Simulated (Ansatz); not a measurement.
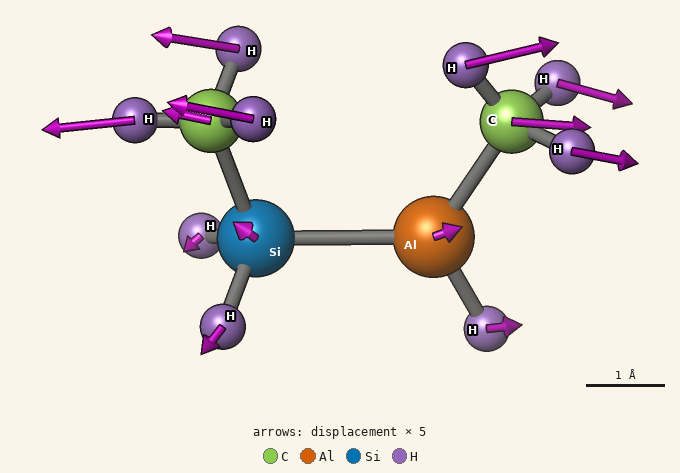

A relaxation of C2H9AlSi (coarse preliminary run). The starting structure is drawn; purple arrows show the displacements, magnified 5 times. The two geometries are superimposed by the best rigid fit.

A ball-and-stick model, seen at a tilt.

The start comes from a force field.

Computed with RKS PBE-D4/def2-SVP in Ansatz. (force threshold 0.03 eV/Å; at most 200 steps)

> What happened in the run?

The largest move after the best rigid fit is that of an H atom, 0.25 Å. By element the largest moves are H 0.25 Å, C 0.21 Å, Si 0.09 Å, Al 0.08 Å. Among the contacts that change: Al–Si 2.328 → 2.468 Å, C–H 0.992 → 1.109 Å, C–H 1.181 → 1.109 Å, H–Si 1.449 → 1.515 Å. Bond angles that change, for instance: H–C–H 114.4° → 108.1°, Si–C–H 104.7° → 110.8°, H–Si–H 110.2° → 105.1°. Over 6 geometry steps the energy falls by 0.601 eV. Largest force component: 6.3 eV/Å at the start, 0.021 eV/Å at the end. The forces were under the threshold at step 3, but the run went on from there. Cost: 9 s on 4 threads of Arm Neoverse V1, on a shared host.
